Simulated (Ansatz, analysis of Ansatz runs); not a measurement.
# NiWO4 (P2/c): a line between two O sites for an added hole

Question: does an added hole stay on the O atom where it is started in NiWO4 (P2/c), and if so, how high is the barrier for a hop to another O site nearby? Model: a cell of 48 host atoms.

Method: plane-wave PAW DFT, PBEsol+U; relaxation of all atoms of a supercell at fixed charge in a uniform background; PAW set soft_1, in Ansatz 0.2.0.

## 1. The starting structure

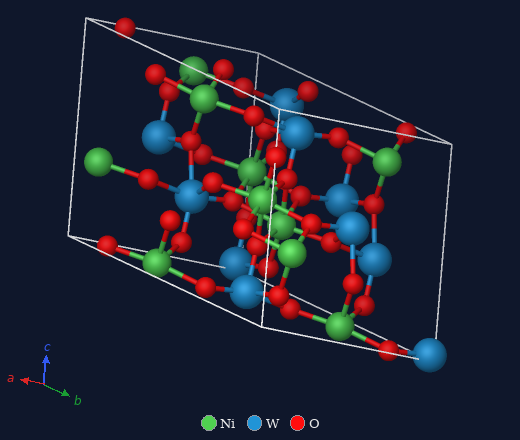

Start, viewed from a free direction; nickel green, tungsten blue, oxygen red. Bonds to atoms that aren't drawn are left out. Some periodic images of atoms are drawn too.

The cell holds 48 atoms: 8 Ni, 8 W and 32 O. Cell: a = 8.792 Å, b = 8.776 Å, c = 8.792 Å, α = 117.0°, β = 99.8°, γ = 112.1°. It derives from NiWO4 (space group P2/c). Nearest the centre at fractional (0.686, 0.625, 0.561): O31 at 1.34 Å, O28 at 1.34 Å, Ni4 at 1.58 Å, O22 at 2.46 Å, O20 at 2.46 Å, Ni5 at 2.46 Å, Ni8 at 2.46 Å, O36 at 2.54 Å.

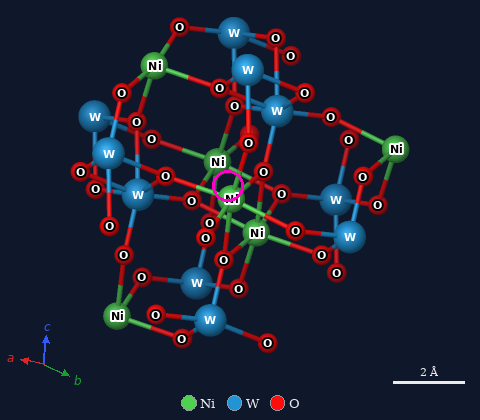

The atoms within 5 Å of the centre. A ring marks the centre wherever it is empty.

Hubbard terms: Ni d 5.0 eV, O p 6.0 eV. They were chosen, not fitted, to curb self-interaction in the shells named, the trial site's among them. The two sites are O31 and O28. The cell's shortest repeat is 8.8 Å. The host's moments were started antiferromagnetic in the unit cell, high spin.

## 2. The cell without the carrier

The neutral cell is relaxed first, from small random displacements, so that bond lengths and moments with the carrier can be set beside those of a relaxed cell without it.

neutral.relax/input.yaml reads:

```yaml
crystal:
  lattice:
    - [-4.5975235, 5.66344718, 4.90769498]
    - [4.57797626, -5.66344718, 4.89777358]
    - [4.5975235, 5.66344718, -4.90769498]
  atoms:
    - { symbol: Ni, position: [0.046762, 0.125, 0.421762], spin: 2.0 }
    - { symbol: Ni, position: [0.046762, 0.625, 0.921762], spin: 2.0 }
    - { symbol: Ni, position: [0.546762, 0.125, 0.921762], spin: 2.0 }
    - { symbol: Ni, position: [0.546762, 0.625, 0.421762], spin: 2.0 }
    - { symbol: Ni, position: [0.453238, 0.375, 0.578238], spin: -2.0 }
    - { symbol: Ni, position: [0.453238, 0.875, 0.078238], spin: -2.0 }
    - { symbol: Ni, position: [0.953238, 0.375, 0.078238], spin: -2.0 }
    - { symbol: Ni, position: [0.953238, 0.875, 0.578238], spin: -2.0 }
    - { symbol: W, position: [0.214294, 0.125, 0.089294] }
    - { symbol: W, position: [0.214294, 0.625, 0.589294] }
    - { symbol: W, position: [0.714294, 0.125, 0.589294] }
    - { symbol: W, position: [0.714294, 0.625, 0.089294] }
    - { symbol: W, position: [0.285706, 0.375, 0.910706] }
    - { symbol: W, position: [0.285706, 0.875, 0.410706] }
    - { symbol: W, position: [0.785706, 0.375, 0.410706] }
    - { symbol: W, position: [0.785706, 0.875, 0.910706] }
    - { symbol: O, position: [0.23668, 0.177341, 0.31812] }
    - { symbol: O, position: [0.23668, 0.677341, 0.81812] }
    - { symbol: O, position: [0.73668, 0.177341, 0.81812] }
    - { symbol: O, position: [0.73668, 0.677341, 0.31812] }
    - { symbol: O, position: [0.390779, 0.072659, 0.059339] }
    - { symbol: O, position: [0.390779, 0.572659, 0.559339] }
    - { symbol: O, position: [0.890779, 0.072659, 0.559339] }
    - { symbol: O, position: [0.890779, 0.572659, 0.059339] }
    - { symbol: O, position: [0.26332, 0.322659, 0.68188] }
    - { symbol: O, position: [0.26332, 0.822659, 0.18188] }
    - { symbol: O, position: [0.76332, 0.322659, 0.18188] }
    - { symbol: O, position: [0.76332, 0.822659, 0.68188] }
    - { symbol: O, position: [0.109221, 0.427341, 0.940661] }
    - { symbol: O, position: [0.109221, 0.927341, 0.440661] }
    - { symbol: O, position: [0.609221, 0.427341, 0.440661] }
    - { symbol: O, position: [0.609221, 0.927341, 0.940661] }
    - { symbol: O, position: [0.480933, 0.145209, 0.556067] }
    - { symbol: O, position: [0.480933, 0.645209, 0.056067] }
    - { symbol: O, position: [0.980933, 0.145209, 0.056067] }
    - { symbol: O, position: [0.980933, 0.645209, 0.556067] }
    - { symbol: O, position: [0.160858, 0.104791, 0.835725] }
    - { symbol: O, position: [0.160858, 0.604791, 0.335725] }
    - { symbol: O, position: [0.660858, 0.104791, 0.335725] }
    - { symbol: O, position: [0.660858, 0.604791, 0.835725] }
    - { symbol: O, position: [0.339142, 0.395209, 0.164275] }
    - { symbol: O, position: [0.339142, 0.895209, 0.664275] }
    - { symbol: O, position: [0.839142, 0.395209, 0.664275] }
    - { symbol: O, position: [0.839142, 0.895209, 0.164275] }
    - { symbol: O, position: [0.019067, 0.354791, 0.443933] }
    - { symbol: O, position: [0.019067, 0.854791, 0.943933] }
    - { symbol: O, position: [0.519067, 0.354791, 0.943933] }
    - { symbol: O, position: [0.519067, 0.854791, 0.443933] }
basis:
  ecutwfc: 420
  xc_grid: 2
hamiltonian:
  xc: pbesol
  hubbard:
    sites: [{ species: Ni, l: d, u_eff: 5.0 }, { species: O, l: p, u_eff: 6.0 }]
    projectors: ortho-atomic
  pseudopotentials: { kind: paw, azcp: { folder: soft_1 }, xc_functional: pbe }
kpoints:
  mp_grid: { grid: [1, 1, 1] }
magnetization:
  spin_polarized: true
  initial_magnetization: 0
  spin_locking: { lock_magnetization: hard }
scf:
  occupations: { method: fermi_dirac, width: 0.01 }
  max_iter: 120
  lower_state_search: "off"
output:
  forces: true
relax:
  f_tol: 0.02
  max_steps: 70
  random_displacement: { amplitude: 0.04, seed: 7224 }
checkpoint:
  write: "../neutral.relax.run"
  compress: false
  write_wavefunctions: true
  write_every: 100000
```

Command:

```sh
$ ansatz run input.yaml --threads 8 --pin off --max-ram 17899MiB --backend cpu --events-out ev --progress --plain --runs-dir out
```

Numbers of over 12 decimals in the logs are rounded to 6 here.

The program printed:

```text
[... repeated set-up lines and file paths are left out, and long positions are rounded to six places ...]
Engine: ansatz 0.2.0, aarch64-unknown-linux-gnu
Pseudopotentials: kind: paw
Pseudopotential: Ni, paw, valence charge 18, recommended cutoff 420 eV (normal), soft_1/Ni.paw.azcp
Pseudopotential: W, paw, valence charge 14, recommended cutoff 420 eV (normal), soft_1/W.paw.azcp
Pseudopotential: O, paw, valence charge 6, recommended cutoff 420 eV (normal), soft_1/O.paw.azcp
Functional definition: PBEsol
  exchange = pbesol_x
  correlation = pbesol_c
Crystal: 48 atoms, lattice volume = 509.540 Å³
Basis set: ecut = 420 eV, 9975 PW (Γ), exchange–correlation on 120×120×120 points (8 copies of the dense FFT grid, shifted against one another)
Bands: 272, of which v1, the nominal top of the filled ones, is band 224 counted from 1 (223 counted from 0)
Symmetry: 1 space group operations
k-points: 1
Non-local potential: Ni, projectors of the file, l = 0: 3, l = 1: 2, l = 2: 3, l = 3: 1
Non-local potential: W, projectors of the file, l = 0: 3, l = 1: 2, l = 2: 2, l = 3: 1
Non-local potential: O, projectors of the file, l = 0: 2, l = 1: 2, l = 2: 1
PAW form: soft (Blöchl's): semilocal exchange-correlation on the pseudo side does not see the compensation charge
PAW frozen core: Ni, regenerated for the run's functional, and the local potential with it (the file was generated under x = pbe(κ = 0.804, μ = 0.219515), c = pbe(β = 0.066725))
PAW frozen core: W, regenerated for the run's functional, and the local potential with it (the file was generated under x = pbe(κ = 0.804, μ = 0.219515), c = pbe(β = 0.066725))
[...]
[... 5 atoms left out ...]
  atom  28  O      0.00063696    -0.00040830     0.00049808
  [... 2 atoms left out ...]
  atom  31  O     -0.00202942    -0.00097071    -0.00174641
  [... 4 atoms left out ...]
  atom  36  O     -0.00044714     0.00029843    -0.00050246
  [... 3 atoms left out ...]
  atom  40  O     -0.00085667    -0.00017115     0.00036415
  [... 8 atoms left out ...]
  max |Σ_I F_I| component: 2.38e-5 eV/Å
--- Band table (eV) ---
  k-point 0 ↑: bands = ["-93.9865", "-93.9863", "-93.9863", "-93.9861", [... 264 left out ...] "17.5219", "17.6574", "17.6591", "17.7939"]
  k-point 0 ↓: bands = ["-93.9866", "-93.9865", "-93.9864", "-93.9860", [... 264 left out ...] "17.5219", "17.6572", "17.6593", "17.7939"]
Occupation matrices written to <dir>
--- Relaxed structure (4 steps of the walk, 4 accepted, 0 SCFs on fresh bases) ---
  F+E_penalty+E_count = -146358.10088707 eV   max|allowed force component| = 5.533e-3 eV/Å
  atoms:
    - { symbol: Ni, position: [0.046075, 0.125528, 0.420938] }
    - { symbol: Ni, position: [0.046047, 0.625557, 0.920942] }
    [... 1 atom left out ...]
    - { symbol: Ni, position: [0.546096, 0.625561, 0.420984] }
    - { symbol: Ni, position: [0.454837, 0.375577, 0.579725] }
[...]
- { symbol: Ni, position: [0.954848, 0.875555, 0.579749] }
[...]
- { symbol: W, position: [0.785619, 0.875619, 0.910539] }
[...]
- { symbol: O, position: [0.735731, 0.677080, 0.317185] }
    [... 1 atom left out ...]
    - { symbol: O, position: [0.390790, 0.574048, 0.559121] }
[...]
- { symbol: O, position: [0.765177, 0.824047, 0.683502] }
    [... 2 atoms left out ...]
    - { symbol: O, position: [0.610144, 0.427103, 0.441608] }
    [... 4 atoms left out ...]
    - { symbol: O, position: [0.981584, 0.643426, 0.554947] }
    [... 3 atoms left out ...]
    - { symbol: O, position: [0.662176, 0.607707, 0.838617] }
    [... 8 atoms left out ...]
[key lines of the parts left out:]
SCF converged after 10 iterations
Magnetization: 0.0000 μB (224.0000 up, 224.0000 down)
Free energy (F): -146358.100887 eV
Fermi energy:    10.101980 (↑ 10.101967, ↓ 10.101993) eV
```

Run time: 20 s. Hardware: 8 threads of Arm Neoverse V2, shared host; peak memory 1.2 GiB.

The largest displacement from an ideal site is 0.020 Å.

(Part 1 of 3 ends here.)

[Logs are printed without paths, hosts, clocks, repeated set-up lines and the standing remarks that a program may print on its own settings, such as how far it seeks lower states.]

[Hosts, paths, dates, database ids (printed as entryN), source tags and the programs' standing remarks are cut or masked in the printed files.]
